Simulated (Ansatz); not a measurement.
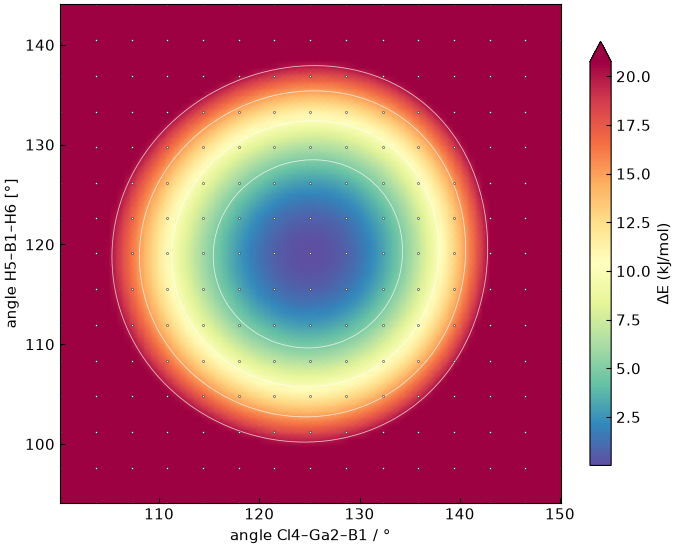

BClFGaH₂, SMILES [BH2][Ga]([F])[Cl]. Coordinates scanned: (1) angle Cl4–Ga2–B1; (2) angle H5–B1–H6. Nothing is relaxed (all other coordinates rigid). The grid has 15 × 15 points. Points are written as (first, second). Energies: kJ/mol, counted from the relaxed molecule at the same level. All numbers below come from RKS PBE0-D4/def2-TZVP (Ansatz 0.2.0).

Drawn: a smooth colour map with a few white contour lines, dots at the grid points, one colour for all values above the top of the scale. Between grid points the surface is interpolated.

Where is the minimum, and how stiff is the well along each coordinate?

The interpolated minimum is at angle Cl4–Ga2–B1 ≈ 125.1°, angle H5–B1–H6 ≈ 119.1°. The curvatures there are about 3.8 eV/rad² and 3.8 eV/rad², with a cross term of about −0.1 eV/rad². Round the minimum the contours are nearly round: the two directions are equally stiff and uncoupled. (1 eV is 96.5 kJ/mol.)
